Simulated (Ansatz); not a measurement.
# CsSrF3 (Pm-3m): a soft mode frozen in, part 3 of 3

Wanted: the energy along a soft mode of CsSrF3 (Pm-3m) and the structure at the end.

Ansatz 0.2.0; DFT PBEsol, scalar-relativistic, plane waves, PAW; PAW set soft_1.

So far. Step 5 (Energy along the mode, all amplitudes (two of the runs …): The lowest of the steps tried is at 0.32 Å, 5.10 meV/atom below the parent; the bottom of the well need not coincide with a step. Step 7 (The new phase in its own primitive cell): The largest force component left is 0.051 meV/Å and the pressure is -0.001 GPa, within the tolerances set. The cell now holds 21.02 Å³/atom. The relaxed cell has a = 6.703, c = 16.201 Å (conventional setting).

## Step 8: Modes of the new phase

A relaxed structure may still be a saddle point, so its zone-centre modes are computed. The response to a homogeneous field gives the Born charges and the dielectric tensor.

The input, input.yaml:

```yaml
crystal:
  lattice:
    - [3.3516655842, 1.9350850272, 5.4004050046]
    - [-3.3516655842, 1.9350850272, 5.4004050046]
    - [0.0, -3.8701700545, 5.4004050046]
  atoms:
    - { symbol: Cs, position: [0.25, 0.25, 0.25] }
    - { symbol: Cs, position: [0.75, 0.75, 0.75] }
    - { symbol: Sr, position: [0.5, 0.5, 0.5] }
    - { symbol: Sr, position: [0.0, 0.0, 0.0] }
    - { symbol: F, position: [0.25, 0.8021958476, 0.6978041524] }
    - { symbol: F, position: [0.75, 0.1978041524, 0.3021958476] }
    - { symbol: F, position: [0.8021958476, 0.6978041524, 0.25] }
    - { symbol: F, position: [0.1978041524, 0.3021958476, 0.75] }
    - { symbol: F, position: [0.6978041524, 0.25, 0.8021958476] }
    - { symbol: F, position: [0.3021958476, 0.75, 0.1978041524] }
kpoints:
  mp_grid: { grid: [6, 6, 6] }
hamiltonian:
  xc: pbesol
  pseudopotentials: { kind: paw, azcp: { folder: soft_1 }, xc_functional: pbe }
scf:
  occupations: { method: fixed }
output:
  eigenvalues: true
phonons:
  method: dfpt
  dielectric: true
  rigid_motions: translations
```

Launch:

```
ansatz run input.yaml --threads 4 --pin off --max-ram 10240MiB --backend cpu --events-out ev --progress --plain --runs-dir out
```

Numbers of over 12 decimals in the logs are rounded to 6 here.

What it wrote:

```text
[...]
Crystal: 10 atoms, lattice volume = 210.154 Å³
Basis set: ecut = 420 eV, 4075 PW (Γ), exchange–correlation on 96×96×96 points (8 copies of the dense FFT grid, shifted against one another)
Bands: 50, of which v1, the nominal top of the filled ones, is band 40 counted from 1 (39 counted from 0)
Symmetry: 12 space group operations
k-points: 112 of 216 (irreducible under 1 space group operation, time reversal used)
[...]
SCF iter   1: F=—  HF=-22988.719613 eV  |F-HF|=—  |Δ(HF+E_count)|=         —  Δρ=1.67e-1  dr2=4.97e1  ethr=3.10e-3  ⟨swp⟩=9.0  Hψ=31058  notcnv=0  defer=770
[...]
SCF iter  11: F=-22976.433538 eV  HF=-22976.433538 eV  |F-HF|=3.64e-12  |Δ(HF+E_count)|=  1.24e-10  Δρ=5.18e-8  dr2=5.06e-12  ethr=1.00e-12  ⟨swp⟩=20.5  Hψ=47614  notcnv=0
SCF 1 converged in 11 iterations: F = -22976.433538 eV  dr2 = 5.06e-12
[...]
NSCF: frozen V_eff on 6 k-points
DFPT response loops at Γ: preconditioner auto → none (the input reference at scf.mixing.eps_inf says where Resta's filter doesn't serve); β = 0.50; Broyden in place of MSR1
SCF converged after 11 iterations
Free energy (F): -22976.433538 eV
[...]
Internal energy: -22976.433538 eV  (E = F + TS)
E sigma→0 (E₀):  -22976.433538 eV
Fermi energy:    2.237170 eV
[...]
--- Band table (eV; the first three rows and the last of 112) ---
  k-point 0: bands = [... 36 lower, 2.1645, 2.2091, 2.2091, 2.2249, 8.6702, 10.2155, 10.2155, 10.8147, ... 6 higher]
  k-point 1: bands = [... 36 lower, 2.1286, 2.1764, 2.1907, 2.2026, 8.9591, 10.3842, 10.3934, 10.8749, ... 6 higher]
  k-point 2: bands = [... 36 lower, 2.0573, 2.1245, 2.1808, 2.1902, 9.6736, 10.8024, 10.8279, 10.9548, ... 6 higher]
  k-point 111: bands = [... 36 lower, 2.0799, 2.0799, 2.0799, 2.0799, 10.6159, 10.6159, 11.1627, 11.1627, ... 6 higher]
--- Phonons (Γ-DFPT): 6 representative perturbations + reference, on 112 of 216 k-points (Σ response iterations 24) ---
  k mesh reduced under 1 symmetry operation, with k and −k counted as one. Each operation leaves every solved perturbation unchanged. A smaller set is not considered because the run solves the response to a homogeneous field
  ASR residual: 6.333e-5 → 0.000e0 eV/Å²; symmetrization residual: 2.467e-5 eV/Å²
  ASR residual per site (eV/Å²): 2.38e-5 2.38e-5 6.33e-5 6.33e-5 2.05e-5 2.05e-5 2.90e-5 2.90e-5 2.05e-5 2.05e-5
  Γ frequencies (cm⁻¹): -23.58 -23.58 0.00 0.00 0.00 35.81 36.65 53.66 53.66 65.68 65.68 87.86 87.86 99.04 118.56 123.62 133.00 133.00 149.27 167.98 167.98 179.11 183.70 183.70 321.69 324.83 324.83 327.96 327.96 418.18
  ε∞ (high-frequency dielectric tensor):
        2.309753    -0.000000     0.000000
        0.000000     2.309753     0.000000
        0.000000     0.000000     2.287954
  softest optical mode at Γ: -23.58 cm⁻¹; the repairs (sum rule, projections) moved no ω² at Γ by more than (3.35 cm⁻¹)²
  Born effective charges Z* (e; rows j = field, columns β = displacement):
    site 0:
         1.34121   -0.00000    0.00000
         0.00000    1.34121    0.00000
         0.00000    0.00000    1.24090
    site 1:
         1.34121    0.00000    0.00000
         0.00000    1.34121    0.00000
         0.00000    0.00000    1.24090
    site 2:
         2.47806   -0.01496   -0.00000
         0.01496    2.47806    0.00000
         0.00000    0.00000    2.43139
    site 3:
         2.47806    0.01496    0.00000
        -0.01496    2.47806    0.00000
        -0.00000    0.00000    2.43139
    site 4:
        -1.36325   -0.15616    0.25631
        -0.15616   -1.18293    0.14798
         0.25657    0.14813   -1.22410
    site 5:
        -1.36325   -0.15616    0.25631
        -0.15616   -1.18293    0.14798
         0.25657    0.14813   -1.22410
    site 6:
        -1.09278    0.00000   -0.00000
         0.00000   -1.45340   -0.29597
         0.00000   -0.29626   -1.22410
    site 7:
        -1.09278   -0.00000   -0.00000
         0.00000   -1.45340   -0.29597
         0.00000   -0.29626   -1.22410
    site 8:
        -1.36325    0.15616   -0.25631
         0.15616   -1.18293    0.14798
        -0.25657    0.14813   -1.22410
    site 9:
        -1.36325    0.15616   -0.25631
         0.15616   -1.18293    0.14798
        -0.25657    0.14813   -1.22410
  Z* charge neutrality: 6.810e-5 e pre-enforcement
  k-mesh period / interband length: 39.9 Å / 1.03 Å = 38.79 at k = (0.0000, 0.0000, 0.0000), direct gap 6.445 eV — 14 or more, which is no proof of convergence
  optical modes at Γ without the LO–TO term, one row a degenerate level:
      ω (cm⁻¹)  modes    IR ((D/Å)²/amu)
        -23.58      2             0.0000
         35.81      1             3.1535
         36.65      1             0.0000
         53.66      2             2.7521
         65.68      2             0.0000
         87.86      2             0.7212
         99.04      1             0.0000
[...]
optical modes at Γ + LO–TO along q̂ = [1.0000, 0.0000, 0.0000]:
      ω (cm⁻¹)  modes    IR ((D/Å)²/amu)
[...]
optical modes at Γ + LO–TO along q̂ = [0.0000, 1.0000, 0.0000]:
      ω (cm⁻¹)  modes    IR ((D/Å)²/amu)
[...]
optical modes at Γ + LO–TO along q̂ = [0.0000, 0.0000, 1.0000]:
      ω (cm⁻¹)  modes    IR ((D/Å)²/amu)
[...]
99.04      1             0.0000
        123.62      1             0.0000
        133.00      2            10.8217
        149.27      1             0.0000
        167.98      2             0.0000
        174.84      1             2.6466
        179.11      1             0.0000
        183.70      2             1.7913
        324.83      2            16.3606
        327.96      2             0.0000
        387.60      1            12.3396
        418.18      1             0.0000
```

It took 7.9 min on 4 threads of Arm Neoverse V1, shared host; peak memory 4.8 GiB; 31 min of CPU time.

This step gave:

| Item | Value |
| --- | --- |
| sum-rule residual before enforcement | 6.33e-5 eV/Å² |
| miss of the charge sum rule | 6.81e-5 e |
| point group | -3m |
| highest optical mode at the zone centre (no LO-TO term) | 418.2 cm⁻¹ |
| lowest optical zone-centre mode | -23.58 cm⁻¹ |
| mean high-frequency dielectric constant | 2.303 |
| largest Born charge (third of the trace) | 2.463 e |
| top of the zone-centre spectrum with the field | 418.2 cm⁻¹ |

Without the LO-TO term. Patterns of degenerate modes are one choice out of their space. The modes at Γ (shares of kinetic energy by element, %) (negative means imaginary):

```tsv
mode	frequency (cm⁻¹)	symmetry	Cs %	Sr %	F %
1	-23.6	Eg	16	0	84
2	-23.6	Eg	16	0	84
3	0.0	acoustic	48	32	21
4	0.0	acoustic	48	32	21
5	0.0	acoustic	48	32	21
6	35.8	A2u	46	11	43
7	36.6	A2g	96	0	4
8	53.7	Eu	27	9	64
9	53.7	Eu	27	9	64
10	65.7	Eg	84	0	16
11	65.7	Eg	84	0	16
12	87.9	Eu	25	17	58
13	87.9	Eu	25	17	58
14	99.0	A1g	0	0	100
15	118.6	A2u	6	43	51
16	123.6	A1u	0	7	93
17	133.0	Eu	0	36	64
18	133.0	Eu	0	36	64
19	149.3	A2g	4	0	96
20	168.0	Eg	1	0	99
21	168.0	Eg	1	0	99
22	179.1	A1u	0	93	7
23	183.7	Eu	0	92	8
24	183.7	Eu	0	92	8
25	321.7	A2u	0	14	86
26	324.8	Eu	0	14	86
27	324.8	Eu	0	14	86
28	328.0	Eg	0	0	100
29	328.0	Eg	0	0	100
30	418.2	A2g	0	0	100
```

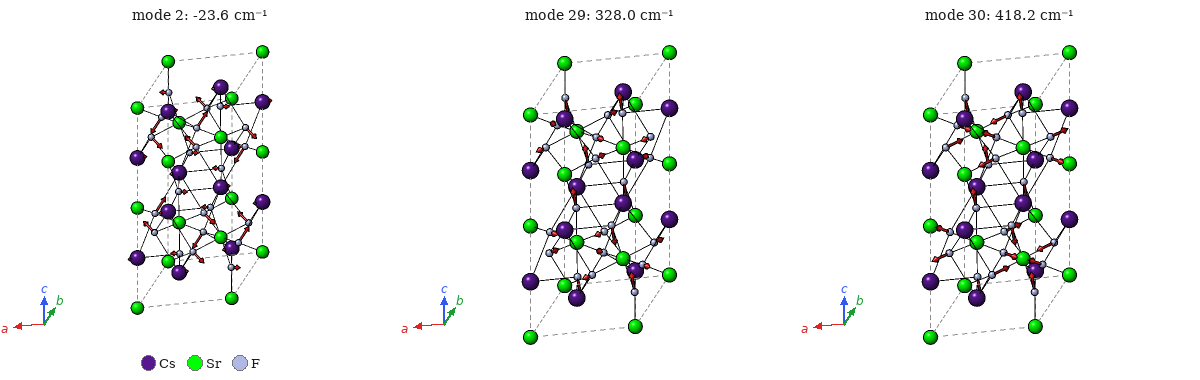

Displacement patterns of modes 2, 29 and 30 at Γ; arrows are exaggerated. Bonds to atoms that aren't drawn are left out. Some periodic images of atoms are drawn too.

Optical modes at the zone centre, without and with the macroscopic field of the longitudinal modes; each column is sorted by frequency, so a row need not hold one and the same mode. Modes with and without the field, by row:

```tsv
rank among optical modes	no field (cm⁻¹)	q along (1, 0, 0) (cm⁻¹)	q along (0, 0, 1) (cm⁻¹)
1	-23.6	-23.6	-23.6
2	-23.6	-23.6	-23.6
3	35.8	35.8	36.6
4	36.6	36.6	53.7
5	53.7	53.7	53.7
6	53.7	65.7	65.7
7	65.7	65.7	65.7
8	65.7	66.9	74
9	87.9	87.9	87.9
10	87.9	90.9	87.9
11	99	99	99
12	118.6	118.6	123.6
13	123.6	123.6	133
14	133	133	133
15	133	149.3	149.3
16	149.3	168	168
17	168	168	168
18	168	171.1	174.8
19	179.1	179.1	179.1
20	183.7	183.7	183.7
21	183.7	207	183.7
22	321.7	321.7	324.8
23	324.8	324.8	324.8
24	324.8	328	328
25	328	328	328
26	328	392.4	387.6
27	418.2	418.2	418.2
```

Born charge (rows field, columns displacement) (e), principal values of the symmetric part by kind of site:

```tsv
atom	atoms with these values	low	middle	high	mean
Cs1	2	1.24	1.34	1.34	1.31
Sr3	2	2.43	2.48	2.48	2.46
F5	6	-1.66	-1.09	-1.02	-1.26
```

In full for Cs1:

```
1.34 0.00 0.00
0.00 1.34 0.00
0.00 0.00 1.24
```

High-frequency dielectric tensor:

```
2.31 0.00 0.00
0.00 2.31 0.00
0.00 0.00 2.29
```

Transverse modes; imaginary modes are left out. Lines of the infrared spectrum (strongest = 100):

```tsv
position (cm⁻¹)	relative intensity
36	19
37	0.0
54	17
66	0.0
88	4.4
99	0.0
119	23
124	0.0
133	66
149	0.0
168	0.0
179	0.0
184	11
322	50
325	100
328	0.0
418	0.0
```

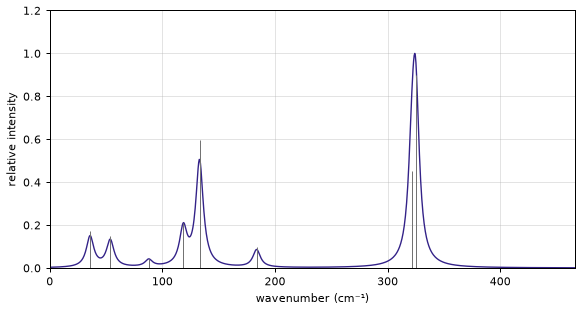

The infrared spectrum, broadened with Lorentzians of width 8 cm⁻¹; bars mark the lines.

Before it was imposed, the acoustic sum rule was missed by 6.3e-5 eV/Å² and the charge sum rule by 6.8e-5 e. Small misses are needed for a sound result but don't prove that mesh and cutoff are converged. The lowest optical mode is imaginary, 23.6i cm⁻¹, so the energy falls along it.

## Step 9: Outcome

| Quantity | Value |
| --- | --- |
| unstable mode of the parent | q = (-0.5, -0.5, -0.5), 66i cm⁻¹ |
| depth at the lowest point sampled | 5.10 meV/atom |
| largest atomic shift at that point | 0.32 Å |
| space group reached (within 0.01 Å) | R-3c |
| energy gained over the parent (first relaxation, on the mesh of the frozen mode) | 5.67 meV/atom |
| volume per atom, phase reached | 21.0 Å³ |
| gap on the k-mesh, phase reached | 6.43 eV |
| lowest optical zone-centre mode, phase reached | -23.6 cm⁻¹ |
| highest optical mode at the zone centre (no LO-TO term), phase reached | 418 cm⁻¹ |

In words: Along this mode the structure falls into R-3c, 5.67 meV/atom below the parent. At the parent's cell the well is 5.104 meV/atom deep on the steps tried, with its lowest point at a shift of 0.32 Å. Relaxing atoms and cell changes the gain by +0.57 meV/atom against the lowest step (energies at zero smearing). The new phase still has an imaginary mode at the zone centre of its cell, so it is a saddle point on the way to a lower structure. Of the 4 patterns followed to their end from this parent, this one ends 0.450 meV/atom above the lowest, Imma. Another end point lies within 1 meV/atom; how such a difference moves with mesh and cutoff was not tested. Each path keeps the symmetry of its pattern, so a lower phase may lie along a pattern not tried. Spin-orbit coupling is left out, which can matter for the heavy elements here. The PAW files were made for PBE and serve the other functionals too.

[Logs are printed without paths, hosts, clocks, repeated set-up lines and the standing remarks that a program may print on its own settings, such as how far it seeks lower states.]

[Hosts, paths, dates, database ids (printed as entryN), source tags and the programs' standing remarks are cut or masked in the printed files.]
